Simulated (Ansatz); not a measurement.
A correction line for wB97M-V/def2-TZVPP: atomisation energy

The atomisation energy (no zero-point term) in kJ/mol of 6 Si-containing radicals: x at wB97M-V/def2-TZVPP, y at CCSD(T)/CBS estimate. Shapes, held fixed at every level: PBE0-D4/def2-TZVP. Flexible molecules stand in one conformer, not always the lowest. Programs: Ansatz 0.2.0.

```
                         molecule  x (kJ/mol)  y (kJ/mol)
  Si2NH6 (SMILES [SiH3][N][SiH3])        2624        2614
   Si2H5O2 (SMILES O[SiH][SiH2]O)        2982           ?
       C2H5OSi (SMILES C=C[SiH]O)        3417        3414
                   SiH(CH2)(CH3)F        3714        3710
CH7O2Si2 (SMILES CO[Si](O)[SiH3])        4191        4197
      C2H7O2Si (SMILES CO[SiH]OC)        4476        4474
```

**Question.** Fit y = c + s·x to the known rows and predict y for Si2H5O2.

**Answer.** 
1. Means of the 5 rows: x = 3684.40, y = 3681.8.
2. Σ(Δx)² = 2080101, Σ(Δx·Δy) = 2092845, so the slope is 2092845/2080101 = 1.0061.
3. Intercept: 3681.8 − (1.0061) × 3684.40 = -25.1. The largest residual of the fit is 5.5.
4. Si2H5O2: -25.1 + 1.0061 × 2982 = 2975 kJ/mol.

CCSD(T)/CBS estimate gives 2997 kJ/mol, so the prediction is off by -22 kJ/mol, more than the largest residual. Uncorrected, wB97M-V/def2-TZVPP misses it by -15 kJ/mol, and the other rows by 5 on average. The line makes this one worse. Left out in turn, the other rows are missed by 5 kJ/mol on average, so the withheld one doesn't follow the line. Spin contamination: C2H5OSi (⟨S²⟩ up to 0.87). Open shells run unrestricted. The CBS estimate extrapolates MP2 from def2-TZVPP and def2-QZVPP and adds CCSD(T) − MP2 in the triple-zeta set, cores frozen.

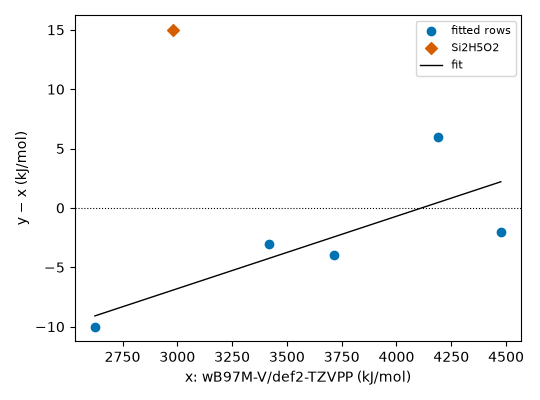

The correction y − x against x, with the fitted line and the withheld molecule.
